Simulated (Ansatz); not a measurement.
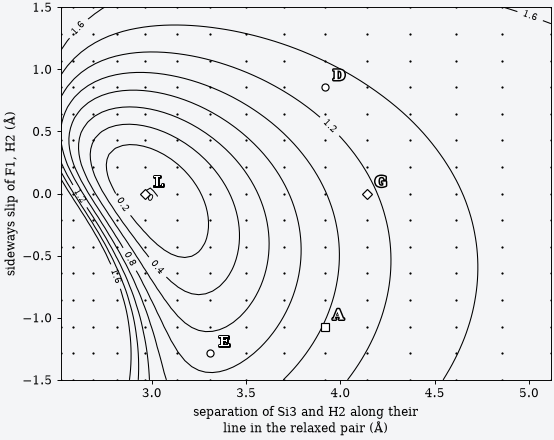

The pair FH···H₄Si. 
- Coordinates scanned: (1) separation of Si3 and H2 along their line in the relaxed pair; (2) sideways slip of F1, H2.
- Nothing is relaxed (both partners rigid).
- Grid: 15 × 15 points.
- Points are written as (first, second).
- All energies are given in kcal/mol relative to the lowest grid point.
- Level of theory: Ansatz 0.2.0, RKS BHLYP-D4/def2-TZVPD.

Drawn: contour lines labelled in kcal/mol (none above 1.6), dots at the grid points, lettered points. Between grid points the surface is interpolated.

Q: Rank the lettered points by energy, lowest first.

A: L (0.00 kcal/mol), E (0.71 kcal/mol), A (1.01 kcal/mol), G (1.16 kcal/mol), D (1.32 kcal/mol).

Q: What kind of point is each of A, D, G, L: minimum, saddle, maximum or slope?

A: A: on a slope; D: on a slope; G: on a slope; L: minimum. (In these two coordinates alone; a stationary point may lie a little off the grid point.)
